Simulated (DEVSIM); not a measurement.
System: Schottky contact on p-type Si, at 350 K.

| layer (left to right) | material | thickness (μm) | Na (cm⁻³) | τn (s) | τp (s) |
|---|---|---|---|---|---|
| 1 | Si | 0.560 | 3.6e16 | 5.8e-7 | 5.8e-7 |
| 2 | Si | 1.80 | 2.2e18 | 5.8e-7 | 5.8e-7 |

Left contact: Schottky, work function 4.524 eV, emission velocity 2.3e6 cm/s. Right contact: ohmic. Voltage is applied to the left contact. Recombination: SRH at mid-gap, radiative, Auger. Gap narrowing is on: ΔEg = 6.92 meV × (l + √(l² + 0.5)), l = ln(N/1.3e17 cm⁻³), shared equally by both band edges. Mobility is μmin + (μ − μmin)/(1 + (N/Nref)^α).

The device is made up for the run: typed textbook-type constants, with dimensions and the other settings drawn at random. Values at 300 K; Nc and Nv go as T^1.5, mobilities as T to minus their exponent, the gap by Varshni's rule with the affinity fixed.

```csv
parameter,Si
gap (eV),1.124
affinity (eV),4.05
permittivity,11.7
Nc (cm⁻³),2.86e19
Nv (cm⁻³),3.1e19
μn (cm²/Vs),1417
μp (cm²/Vs),470
"μn,min",52
"μp,min",45
"Nref,n",9.7e16
"Nref,p",2.2e17
αn,0.68
αp,0.72
T exponent of μn,2.3
T exponent of μp,2.2
B (cm³/s),4.7e-15
Cn (cm⁶/s),2.8e-31
Cp (cm⁶/s),9.9e-32
Varshni α (eV/K),0.000473
Varshni β (K),636
```

Model (solved in DEVSIM): 1D drift-diffusion, Boltzmann statistics, complete ionisation; no tunnelling, impact ionisation, image-force lowering or self-heating. Metal contacts follow the ideal Schottky-Mott rule: no Fermi-level pinning, no interface dipoles.

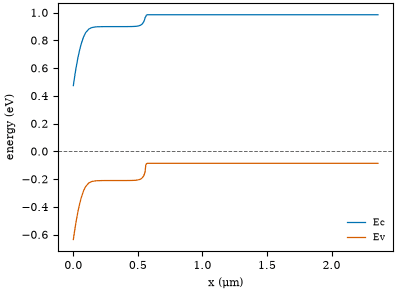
Fig. 1. Band edges at zero bias

Energies count from the Fermi level of the right contact; mesh points crowd at the junctions.

| x (μm) | Ec (eV) | Ev (eV) | n (cm⁻³) | p (cm⁻³) | field (V/cm) |
|---|---|---|---|---|---|
| 0.000 | 0.473 | -0.636 | 5.5e12 | 2.7e10 | 66000 |
| 0.01804 | 0.584 | -0.525 | 1.4e11 | 1.1e12 | 56000 |
| 0.04568 | 0.718 | -0.391 | 1.6e9 | 9.1e13 | 41000 |
| 0.09499 | 0.855 | -0.255 | 1.8e7 | 8.3e15 | 15000 |
| 0.2199 | 0.898 | -0.211 | 4200000 | 3.6e16 | 120 |
| 0.3503 | 0.899 | -0.211 | 4100000 | 3.6e16 | ≈ 0 |
| 0.4462 | 0.899 | -0.210 | 4100000 | 3.6e16 | 180 |
| 0.5147 | 0.907 | -0.203 | 3200000 | 4.7e16 | 3600 |
| 0.5438 | 0.931 | -0.179 | 1400000 | 1.0e17 | 17000 |
| 0.5610 | 0.971 | -0.100 | 380000 | 1.4e18 | 43000 |
| 0.5801 | 0.984 | -0.087 | 240000 | 2.2e18 | 88 |
| 0.6268 | 0.984 | -0.087 | 240000 | 2.2e18 | ≈ 0 |
| 0.6949 | 0.984 | -0.087 | 240000 | 2.2e18 | ≈ 0 |
| 0.8027 | 0.984 | -0.087 | 240000 | 2.2e18 | ≈ 0 |
| 1.104 | 0.984 | -0.087 | 240000 | 2.2e18 | ≈ 0 |
| 1.460 | 0.984 | -0.087 | 240000 | 2.2e18 | ≈ 0 |
| 1.854 | 0.984 | -0.087 | 240000 | 2.2e18 | ≈ 0 |
| 2.080 | 0.984 | -0.087 | 240000 | 2.2e18 | ≈ 0 |
| 2.236 | 0.984 | -0.087 | 240000 | 2.2e18 | ≈ 0 |
| 2.299 | 0.984 | -0.087 | 240000 | 2.2e18 | ≈ 0 |
| 2.336 | 0.984 | -0.087 | 240000 | 2.2e18 | ≈ 0 |
| 2.360 | 0.984 | -0.087 | 240000 | 2.2e18 | ≈ 0 |
